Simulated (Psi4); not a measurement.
# HF/STO-3G run of CH3NSi (Si(CN)H3)

What is the vertical singlet–triplet gap of CH3NSi (Si(CN)H3) at HF/STO-3G? 

The results are computed with Psi4 1.11.

1 further run of the same task is left out (set aside as unsound or not needed).

## (1) The system as given

CH3NSi: 6 atoms, total charge 0, spin state singlet. As SMILES, `[H][Si]([H])([H])C#N`. Geometry: relaxed at GFN2-xTB.

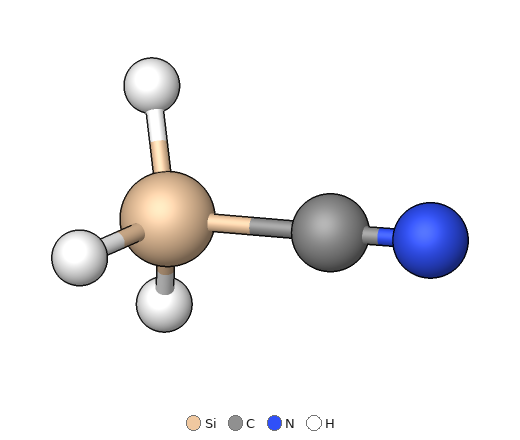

The structure, seen from a chosen angle (silicon light orange, carbon grey, nitrogen blue, hydrogen white).

## (2) The energy at HF/STO-3G

The input, run.py:

```python
import numpy as np
from ase.calculators.psi4 import Psi4
from ase import Atoms

a = Atoms(['Si', 'C', 'N', 'H', 'H', 'H'], positions=[
    [-0.005910, 0.005310, -0.607820],
    [0.007280, -0.009780, 1.257730],
    [0.023780, -0.021100, 2.402800],
    [1.395010, 0.016460, -1.024950],
    [-0.715770, 1.218710, -1.003950],
    [-0.704390, -1.209600, -1.023800],
])
calc = Psi4(atoms=a, method='scf', basis='STO-3G', memory='1600MB', num_threads=1, charge=0, multiplicity=1, label='calc', reference='rhf')
calc.psi4.set_options({'puream': True, 'e_convergence': 1e-09, 'd_convergence': 1e-08, 'scf_type': 'pk'})
a.calc = calc

print(f'energy: {a.get_potential_energy():.6f} eV')
```

Run with:

```
$ python run.py
```

calc.dat:

```text
[...]
  Running in c1 symmetry.
[...]
  Nuclear repulsion =   82.887837989854177
[...]
  Multiplicity = 1
[...]
  Nalpha       = 15
  Nbeta        = 15
[...]
    Number of basis functions: 22
[...]
   @RHF iter   1:  -378.39090399096261   -2.26840e+00   1.81252e-02 ADIIS/DIIS
[...]
   @RHF iter  10:  -378.48586070274109   -5.68434e-13   5.09590e-09 DIIS
[...]
    Orbital Energies [Eh]
    ---------------------
    Doubly Occupied:
       1A    -68.043457     2A    -15.328422     3A    -10.993249
       4A     -6.020293     5A     -4.045808     6A     -4.045799
       7A     -4.045694     8A     -1.144655     9A     -0.759481
      10A     -0.555741    11A     -0.480729    12A     -0.480631
      13A     -0.433500    14A     -0.397585    15A     -0.397562
[...]
  @RHF Final Energy:  -378.48586070274109
   => Energetics <=
    Nuclear Repulsion Energy =             82.8878379898541766
    One-Electron Energy =                -688.4021863141260837
    Two-Electron Energy =                 227.0284876215307577
    Total Energy =                       -378.4858607027410926
[...]
 Multipole Moments:
 ------------------------------------------------------------------------------------
     Multipole            Electronic (a.u.)      Nuclear  (a.u.)        Total (a.u.)
 ------------------------------------------------------------------------------------
 L = 1.  Multiply by 2.5417464519 to convert [e a0] to [Debye]
 Dipole X            :          0.0206269           -0.0351824           -0.0145555
 Dipole Y            :         -0.0237712            0.0359941            0.0122229
 Dipole Z            :          2.8774964           -4.3054485           -1.4279521
 Magnitude           :                                                    1.4280786
[...]
```

Standard output:

```text
energy: -10299.124860 eV
```

It took 2.6 s on 1 thread of Intel Xeon Platinum 8488C (Sapphire Rapids), shared host; peak memory 0.19 GiB.

## (3) The triplet: energy and forces at UHF/STO-3G

The input, input.inp:

```
memory 1600 mb

molecule {
  0 3
  Si    -0.005910     0.005310    -0.607820
  C      0.007280    -0.009780     1.257730
  N      0.023780    -0.021100     2.402800
  H      1.395010     0.016460    -1.024950
  H     -0.715770     1.218710    -1.003950
  H     -0.704390    -1.209600    -1.023800
  symmetry c1
}

set {
  basis STO-3G
  reference uhf
  puream true
  e_convergence 1e-09
  d_convergence 1e-08
  scf_type pk
  maxiter 200
}

gradient("hf")
```

Run with:

```
$ psi4 -i input.inp -o input.out -n 1
```

input.out:

```text
[...]
  Running in c1 symmetry.
[...]
  Nuclear repulsion =   82.887837989854177
[...]
  Multiplicity = 3
[...]
  Nalpha       = 16
  Nbeta        = 14
[...]
    Number of basis functions: 22
[...]
   @UHF iter   1:  -378.05266773633173   -1.93017e+00   1.54363e-02 ADIIS/DIIS
[...]
   @UHF iter  61:  -378.21280982406597    0.00000e+00   3.32047e-09 DIIS
[...]
   @S^2 Observed:                2.056462887E+00
[...]
    Orbital Energies [Eh]
    ---------------------
    Alpha Occupied:
       1A    -68.021475     2A    -15.362778     3A    -10.946031
       4A     -5.997077     5A     -4.023085     6A     -4.022585
       7A     -4.022151     8A     -1.182068     9A     -0.755415
      10A     -0.663242    11A     -0.547376    12A     -0.486009
      13A     -0.473258    14A     -0.450172    15A     -0.437504
      16A     -0.113593
    Alpha Virtual:
      17A      0.357236    18A      0.466756    19A      0.490951
      20A      0.578281    21A      0.604358    22A      1.271090
[...]
  @UHF Final Energy:  -378.21280982406597
   => Energetics <=
    Nuclear Repulsion Energy =             82.8878379898541766
    One-Electron Energy =                -688.5188285652882314
    Two-Electron Energy =                 227.4181807513680553
    Total Energy =                       -378.2128098240659710
  UHF NO Occupations:
  HONO-2 :   14  A 1.9722516
  HONO-1 :   15  A 1.0000000
[...]
 Multipole Moments:
 ------------------------------------------------------------------------------------
     Multipole            Electronic (a.u.)      Nuclear  (a.u.)        Total (a.u.)
 ------------------------------------------------------------------------------------
 L = 1.  Multiply by 2.5417464519 to convert [e a0] to [Debye]
 Dipole X            :          0.0583578           -0.0351824            0.0231754
 Dipole Y            :         -0.0342172            0.0359941            0.0017768
 Dipole Z            :          3.7983449           -4.3054485           -0.5071035
 Magnitude           :                                                    0.5076360
[...]
  -Total Gradient:
     Atom            X                  Y                   Z
    ------   -----------------  -----------------  -----------------
       1        0.000108778055     0.000920862127    -0.040219535277
       2        0.000219366099    -0.003052131833     0.288553826712
       3       -0.003337917721     0.002628293385    -0.249227472577
       4        0.021756411003     0.000166332113    -0.003266482894
       5       -0.009297758938     0.018371826541     0.002327688563
       6       -0.009448878499    -0.019035182332     0.001831975473
[...]
```

It took 2.6 s on 1 thread of Intel Xeon Platinum 8488C (Sapphire Rapids), shared host; peak memory 0.18 GiB.

## (4) Outcome

Level: HF/STO-3G.

| quantity | value |
| --- | --- |
| singlet: total energy | -378.48586 Eh |
| singlet: dipole moment | 3.63 D |
| singlet: HOMO energy | -10.82 eV |
| singlet: LUMO energy | 9.91 eV |
| singlet: HOMO–LUMO gap | 20.73 eV |
| triplet: total energy | -378.21281 Eh |
| triplet: dipole moment | 1.29 D |
| triplet: HOMO energy (highest over α and β) | -3.09 eV |
| triplet: LUMO energy (lowest over α and β) | 4.05 eV |
| triplet: ⟨S²⟩ | 2.056 |
| triplet: largest force on an atom | 14.839 eV/Å |
| vertical energy of the triplet above the singlet | 7.430 eV |

In words: At this shape the triplet lies 7.43 eV (171 kcal/mol) above the singlet. In a minimal basis such a difference can be off by several eV, whatever the method.
